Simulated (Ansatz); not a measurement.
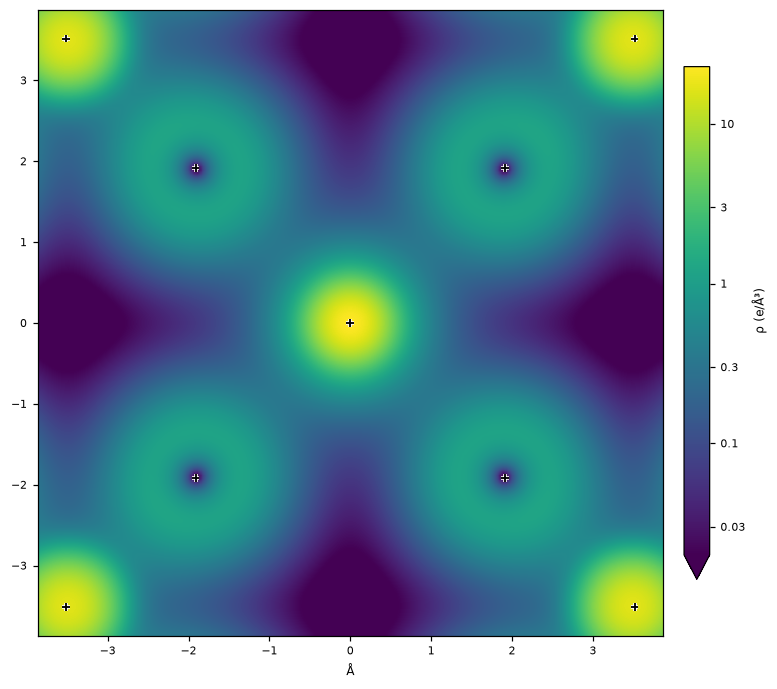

The valence charge density (pseudo) on a plane through atoms (crosses mark nuclei in the plane).

All numbers below come from DFT PBE, scalar-relativistic, plane waves, PAW in Ansatz.

Candidates:
A. VSbS$_{4}$, a = 7.03 Å, b = 7.03 Å, c = 5.50 Å, α = 90.00°, β = 90.00°, γ = 90.00°. Space group I4/mmm; a structure generated by program, which may or may not match a known phase; computed without spin polarisation.
B. GePdF$_{4}$, a = 5.42 Å, b = 5.42 Å, c = 3.64 Å, α = 90.00°, β = 90.00°, γ = 90.00°. Space group P4mm; a structure generated by program, which may or may not match a known phase.
C. Zr$_{2}$BiN$_{2}$, a = 3.91 Å, b = 3.91 Å, c = 7.28 Å, α = 90.00°, β = 90.00°, γ = 90.00°. Space group P4/mmm; a structure generated by program, which may or may not match a known phase; computed without spin polarisation.

Which candidate gave the map?

Answer. Candidate A: VSbS$_{4}$ on the (001) plane of the conventional cell, which holds V, Sb and S. V–S (2.26 Å): ρ is about 0.6 e/Å³ halfway. Sb–S (2.71 Å): the density is about 0.34 e/Å³ at the midpoint.
